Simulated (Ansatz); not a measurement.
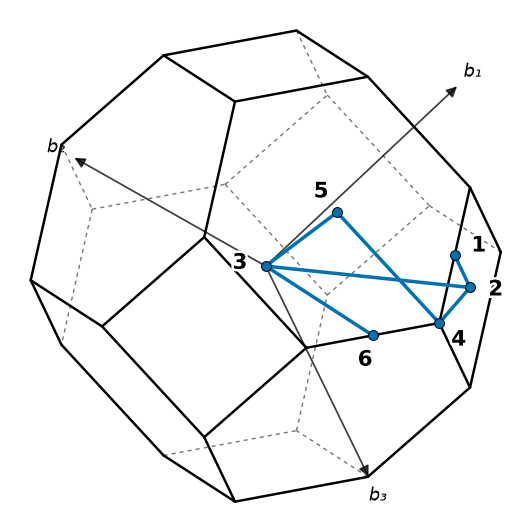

For Na6BiP, the end point of a relaxation with DFT PBE, scalar-relativistic, plane waves, PAW (Ansatz); the starting structure was generated, so it need not be a known form of this composition: the first Brillouin zone of a face-centred cubic lattice (cF; extended symbol cF2) is drawn with its special points numbered. All values are computed from the atomic coordinates in the standard setting (tolerance 0.002 Å).

a = 11.609 Å, b = 11.609 Å, c = 11.609 Å, α = 90.00°, β = 90.00°, γ = 90.00°.

Labels and path follow the convention of Hinuma et al. (2017), as computed by seekpath; the arrows show the directions of the reciprocal primitive vectors b₁, b₂, b₃, in which coordinates are given.

> Which special point is each number?

```
no.  label      coordinates
  1      U  (5/8, 1/4, 5/8)
  2      X    (1/2, 0, 1/2)
  3      Γ        (0, 0, 0)
  4      W  (1/2, 1/4, 3/4)
  5      L  (1/2, 1/2, 1/2)
  6      K  (3/8, 3/8, 3/4)
```
